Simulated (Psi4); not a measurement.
**TPSSh/6-31G(d) (spherical functions) run of Si2H5OF (SMILES O[SiH](F)[SiH3])**

Aim: the energy change on altering one bond length of Si2H5OF at TPSSh/6-31G* (spherical functions), from 2 runs. 

Program for the calculation: Psi4 1.11.

## 1. The system as given

The species is Si2H5OF (9 atoms), meant as a singlet with charge 0. As SMILES, `O[SiH](F)[SiH3]`. Geometry: relaxed at PBE0-D4/def2-TZVP. This is one conformer, not always the lowest.

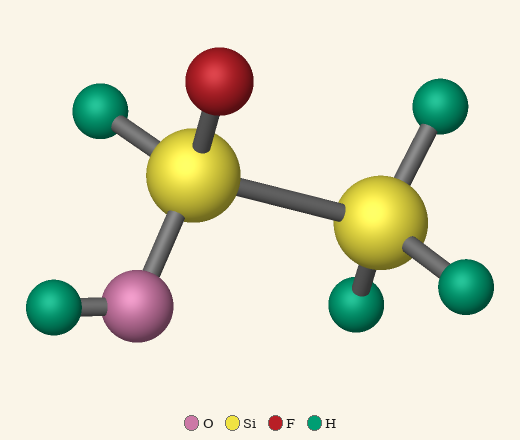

Viewed from a chosen angle; oxygen pink, silicon yellow, fluorine red, hydrogen teal.

## 2. The energy at TPSSh/6-31G(d) (spherical functions)

fh5osi2.xyz reads:

```xyz
9
FH5OSi2
O     -0.392500    -0.610800     1.768100
Si    -0.831500    -0.160600     0.257700
F     -1.775600     1.133800     0.319400
Si     1.135000     0.371100    -0.891700
H     -1.050500    -1.005600     2.343000
H     -1.664600    -1.215400    -0.380600
H      0.798700     0.860600    -2.255200
H      1.981700    -0.845200    -1.013900
H      1.887800     1.425600    -0.163800
```

fh5osi2.py reads:

```python
import psi4

psi4.set_memory('2200 MB')
psi4.set_num_threads(1)
psi4.core.set_output_file('output.dat', False)

with open('fh5osi2.xyz') as f:
    atoms = ''.join(f.readlines()[2:])
m = psi4.geometry('0 1\n' + atoms + 'symmetry c1\nno_reorient\nno_com')

psi4.set_options({
    'puream': True,
    'e_convergence': 1e-09,
    'd_convergence': 1e-08,
    'scf_type': 'pk',
    'dft_radial_points': 99,
    'dft_spherical_points': 590,
})

E, wfn = psi4.energy('tpssh/6-31G*', molecule=m, return_wfn=True)
psi4.oeprop(wfn, 'QUADRUPOLE', 'WIBERG_LOWDIN_INDICES', 'MAYER_INDICES', title='TPSSH')
print(f'total energy {E:.8f} hartree = {E * 27.211386:.5f} eV')
```

Command:

```bash
$ python fh5osi2.py
```

output.dat:

```text
[...]
  Running in c1 symmetry.
[...]
  Nuclear repulsion =  227.836453995710258
[...]
  Multiplicity = 1
[...]
  Nalpha       = 25
  Nbeta        = 25
[...]
    Number of basis functions: 74
[...]
   @RKS iter   1:  -756.94289531921538   -4.06313e-01   9.56060e-03 DIIS/ADIIS
[...]
   @RKS iter  11:  -757.13820999128848   -2.16005e-12   6.06247e-09 DIIS
[...]
    Orbital Energies [Eh]
    ---------------------
    Doubly Occupied:
       1A    -66.033826     2A    -65.970214     3A    -24.596650
       4A    -19.083587     5A     -5.259165     6A     -5.210040
       7A     -3.608758     8A     -3.606691     9A     -3.604670
      10A     -3.556669    11A     -3.556603    12A     -3.556443
      13A     -1.149112    14A     -0.995957    15A     -0.568316
      16A     -0.515647    17A     -0.480498    18A     -0.424364
      19A     -0.407326    20A     -0.382074    21A     -0.346105
      22A     -0.343249    23A     -0.336974    24A     -0.317258
      25A     -0.279175
[...]
  @RKS Final Energy:  -757.13820999128848
   => Energetics <=
    Nuclear Repulsion Energy =            227.8364539957102579
    One-Electron Energy =               -1502.8048939037248601
    Two-Electron Energy =                 574.6744270707233682
    DFT Exchange-Correlation Energy =     -56.8441971539971149
    Empirical Dispersion Energy =           0.0000000000000000
    VV10 Nonlocal Energy =                  0.0000000000000000
    Total Energy =                       -757.1382099912884769
[...]
 Multipole Moments:
 ------------------------------------------------------------------------------------
     Multipole            Electronic (a.u.)      Nuclear  (a.u.)        Total (a.u.)
 ------------------------------------------------------------------------------------
 L = 1.  Multiply by 2.5417464519 to convert [e a0] to [Debye]
 Dipole X            :         24.2049808          -24.4120490           -0.2070682
 Dipole Y            :        -14.6883867           14.1442221           -0.5441646
 Dipole Z            :        -12.4140843           12.6099535            0.1958692
 Magnitude           :                                                    0.6142939
 L = 2.  Multiply by 1.3450342976 to convert [e a0^2] to [Debye ang]
 Quadrupole XX       :       -277.0583441          247.5647070          -29.4936371
 Quadrupole XY       :         15.4646902          -13.0384156            2.4262746
[...]
```

The script printed:

```text
total energy -757.13820999 hartree = -20602.78009 eV
```

It took 23 s on 1 thread of Intel Xeon 6975P-C (Granite Rapids), shared host; peak memory 1.3 GiB.

## 3. The distorted shape

input.dat reads:

```
memory 2200 MB

molecule m {
  0 1
  O
  Si 1 R2
  F 2 R3 1 A3
  Si 2 R4 3 A4 1 D4
  H 1 R5 2 A5 3 D5
  H 2 R6 3 A6 1 D6
  H 4 R7 2 A7 6 D7
  H 4 R8 7 A8 2 D8
  H 4 R9 8 A9 7 D9

  R2 = 1.636065
  R3 = 1.60331
  A3 = 110.15924
  R4 = 2.339006
  A4 = 109.29643
  D4 = -117.16473
  R5 = 0.958823
  A5 = 118.86173
  D5 = 71.48264
  R6 = 1.48798
  A6 = 105.01799
  D6 = 119.06696
  R7 = 1.487226
  A7 = 109.58651
  D7 = 59.96519
  R8 = 1.487017
  A8 = 108.82201
  D8 = 119.66221
  R9 = 1.709
  A9 = 109.40302
  D9 = -119.32437
  units angstrom
  symmetry c1
  no_reorient
  no_com
}

set {
  basis 6-31G*
  puream true
  e_convergence 1e-09
  d_convergence 1e-08
  scf_type pk
  dft_radial_points 99
  dft_spherical_points 590
}

e_tot, wfn = energy("tpssh", return_wfn=True)
oeprop(wfn, "MULLIKEN_CHARGES", "MAYER_INDICES", "QUADRUPOLE", title="TPSSH")
```

Command:

```bash
$ psi4 -i input.dat -o output.dat -n 1
```

output.dat:

```text
[...]
  Running in c1 symmetry.
[...]
  Nuclear repulsion =  226.960609881574698
[...]
  Multiplicity = 1
[...]
  Nalpha       = 25
  Nbeta        = 25
[...]
    Number of basis functions: 74
[...]
   @RKS iter   1:  -756.92990131248655   -4.42432e-01   9.56233e-03 DIIS/ADIIS
[...]
   @RKS iter  11:  -757.12557104921552   -9.09495e-13   4.47838e-09 DIIS
[...]
  @RKS Final Energy:  -757.12557104921552
   => Energetics <=
    Nuclear Repulsion Energy =            226.9606098815746975
    One-Electron Energy =               -1500.9096484371516453
    Two-Electron Energy =                 573.6210223403987811
    DFT Exchange-Correlation Energy =     -56.7975548340374914
    Empirical Dispersion Energy =           0.0000000000000000
    VV10 Nonlocal Energy =                  0.0000000000000000
    Total Energy =                       -757.1255710492155231
[...]
 Multipole Moments:
 ------------------------------------------------------------------------------------
     Multipole            Electronic (a.u.)      Nuclear  (a.u.)        Total (a.u.)
 ------------------------------------------------------------------------------------
 L = 1.  Multiply by 2.5417464519 to convert [e a0] to [Debye]
 Dipole X            :         -3.2266270            2.6045647           -0.6220623
 Dipole Y            :         -4.8379076            5.1212066            0.2832990
 Dipole Z            :         -0.3233293            0.0951415           -0.2281878
 Magnitude           :                                                    0.7206174
 L = 2.  Multiply by 1.3450342976 to convert [e a0^2] to [Debye ang]
 Quadrupole XX       :       -220.1867012          192.3069932          -27.8797080
 Quadrupole XY       :       -118.7701437          118.8409736            0.0708299
[...]
  Mulliken Charges: (a.u.)
   Center  Symbol    Alpha    Beta     Spin     Total
       1     O     4.35633  4.35633  0.00000 -0.71267
       2    SI     6.55567  6.55567  0.00000  0.88866
       3     F     4.69266  4.69266  0.00000 -0.38531
       4    SI     6.94938  6.94938  0.00000  0.10125
       5     H     0.27908  0.27908  0.00000  0.44183
       6     H     0.56779  0.56779  0.00000 -0.13559
       7     H     0.53016  0.53016  0.00000 -0.06032
       8     H     0.53051  0.53051  0.00000 -0.06102
       9     H     0.53842  0.53842  0.00000 -0.07684
   Total alpha = 25.00000, Total beta = 25.00000, Total charge =  0.00000
[...]
```

Run time: 24 s. Hardware: 1 thread of Intel Xeon 6975P-C (Granite Rapids), shared host; peak memory 1.3 GiB.

## 4. Outcome

At TPSSh/6-31G* (spherical functions):

| quantity | value |
| --- | --- |
| first shape: total energy | -757.13821 Eh |
| first shape: dipole moment | 1.56 D |
| first shape: HOMO energy | -7.60 eV |
| first shape: LUMO energy | -0.04 eV |
| first shape: HOMO–LUMO gap | 7.56 eV |
| distorted shape: total energy | -757.12557 Eh |
| distorted shape: dipole moment | 1.83 D |
| distorted shape: HOMO energy | -7.65 eV |
| distorted shape: LUMO energy | -0.36 eV |
| distorted shape: HOMO–LUMO gap | 7.29 eV |
| energy change with the Si4–H9 bond stretched from 1.486 to 1.709 Å | 0.344 eV |

**Reading.** With the Si4–H9 bond stretched from 1.486 to 1.709 Å the energy rises by 0.34 eV (7.9 kcal/mol). The first shape isn't relaxed at this level, so the change isn't measured from a minimum.
